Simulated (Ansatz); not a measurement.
**LaVSe₂O (amorphous cell): density, localisation and related maps**

Input file:

```
crystal:
  lattice:
    - [7.1572862438, 0.0, 0.0]
    - [0.0, 7.1572862438, 0.0]
    - [0.0, 0.0, 7.1572862438]
  atoms:
    - { symbol: La, position: [0.5983268962, 0.5317702595, 0.5660729394] }
    - { symbol: La, position: [0.7049472739, 0.2552401978, 0.0362790337] }
    - { symbol: La, position: [0.3224897448, 0.8585874788, 0.1664564881] }
    - { symbol: O, position: [0.518109317, 1.0353508487, 0.9619028258] }
    - { symbol: O, position: [0.3148907379, 0.6184165871, 0.3873018964] }
    - { symbol: O, position: [0.5109303698, 0.3600058836, 0.8069928278] }
    - { symbol: Se, position: [0.0309437298, 0.2871737301, 0.5688240042] }
    - { symbol: Se, position: [0.0987408276, 0.1370487702, -0.0069899266] }
    - { symbol: Se, position: [0.5170521458, 0.143927564, 0.4079789442] }
    - { symbol: Se, position: [0.8608442502, 0.6713834016, 0.8579248851] }
    - { symbol: Se, position: [0.9138969097, 0.8278788755, 0.3839390458] }
    - { symbol: Se, position: [0.3185016634, 0.7848260276, 0.7516030691] }
    - { symbol: V, position: [1.0166935986, 0.9355668026, 0.7002740809], spin: 1.27 }
    - { symbol: V, position: [0.1097486864, 0.6094644922, 0.5431114703], spin: 0.35 }
    - { symbol: V, position: [0.3639195696, 0.1406669234, 0.7537751898], spin: 1.56 }
basis:
  ecutwfc: 420
kpoints:
  mp_grid: { grid: [2, 2, 2] }
hamiltonian:
  xc: pbe
scf:
  occupations: { method: gaussian, width: 0.05 }
  lower_state_search: "off"
  n_extra_bands: 105
output:
  forces: true
  stress: true
  eigenvalues: true
  populations: true
  dos: { projected: true, de: 0.05 }
  bader: true
  write_density: true
  write_potential: true
  elf: true
  volumetric_format: npy
magnetization:
  spin_polarized: true
checkpoint:
  read: start.run
  write: ck
  compress: false
  write_wavefunctions: false
  write_every: 100000
```

Command:

```sh
ansatz run input.yaml --threads 8 --pin off --max-ram 14336MiB --backend cpu --events-out ev --progress --plain --runs-dir out
```

Not relaxed (largest force 0.6 eV/Å); spin-polarised.

Theory: DFT PBE, scalar-relativistic, plane waves, PAW in Ansatz.

In a PAW calculation such maps are meaningful between the atoms, not at the nuclei.

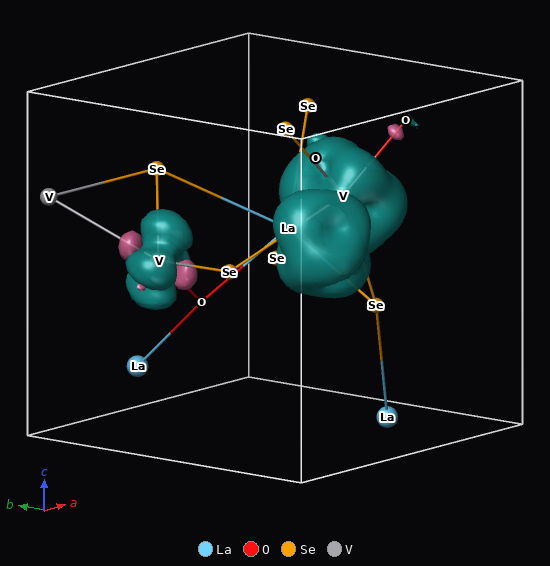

Figure 1. Isosurfaces of the spin density (up minus down) at +0.05 (teal) and −0.05 e/Å³ (pink), seen at an oblique angle. Sticks mark near contacts.

Q: Where is the spin, and how is it ordered?

A: The spin density sits on V: +1.4 μB and +1.3 μB in one cell of 15 atoms, with smaller moments on other sites: V (up to +0.23 μB): parallel main moments (a ferromagnetic arrangement) in this solution. The cell of the calculation (15 atoms) carries 4.0 μB of net spin moment.

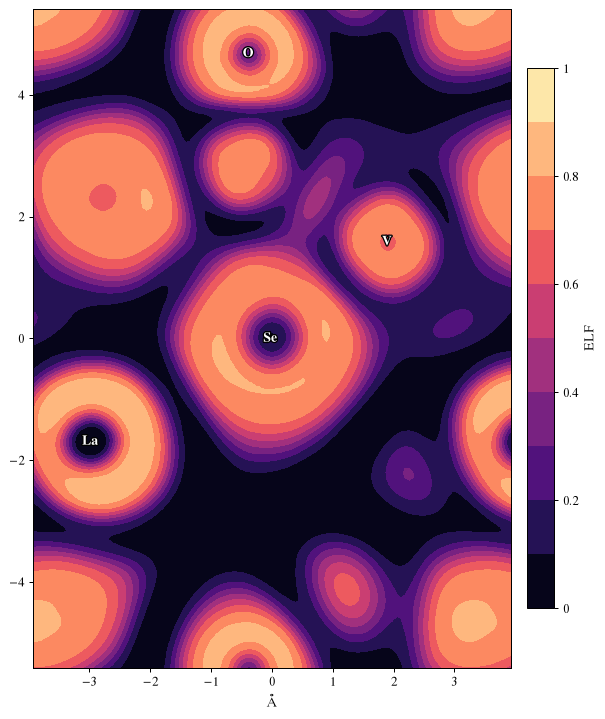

Figure 2. ELF on the (101) plane of the calculation cell.

Q: Interpret the plot.

A: The plane passes through La, O, Se and V nuclei. Atoms just off the plane (Se, 0.6 Å away and V, 0.3 Å away) can leave unmarked features too. The features right at La and V lie inside the PAW spheres, where the map follows smoothed inner orbitals and isn't to be read closely.

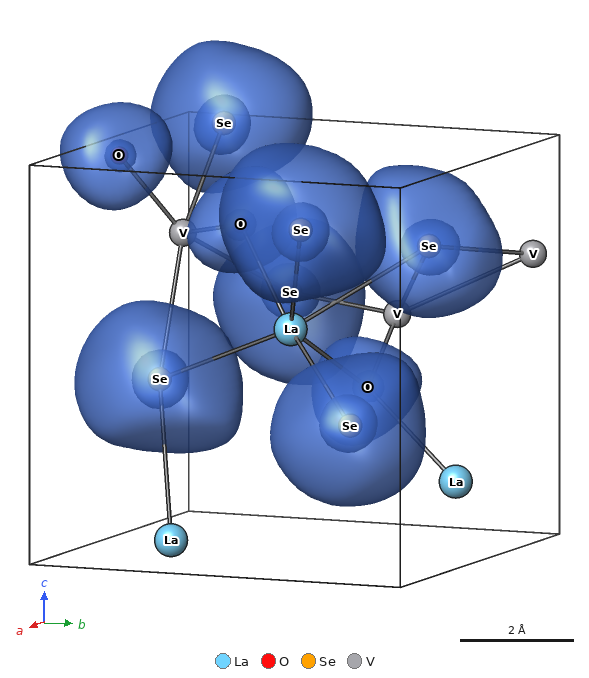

Figure 3. Isosurface of the ELF at 0.6 (blue), seen slightly off an axis. Core shells and regions of very low density are left out. Sticks mark near contacts.

Q: What do the ELF domains correspond to?

A: At this value the surface marks out three regions wrapped around O (the valence shell of each) and six regions wrapped around Se (the valence shell of each), counted in one cell of 15 atoms. Regions shared between cells count once. Profiles from the grid: V–O (1.84 Å): the ELF peaks at about 0.80 in the valence shell of O, 0.6 Å from its nucleus, and is about 0.25 at the midpoint; no localised pair shows between them. La–O (2.13 Å): the ELF peaks at about 0.80 in the valence shell of O, 0.6 Å from its nucleus, and drops to about 0.35 between the two atoms.

Q: Which way does charge flow, and how much by Bader's partition?

A: Electrons move from La and V towards O and Se. Bader charges: La +1.88, O −1.20, Se −1.12 to −0.92 and V +1.13 to +1.46 e.

Q: Does the calculation give a band gap?

A: It is metallic or semimetallic at this level of theory: no gap opens.
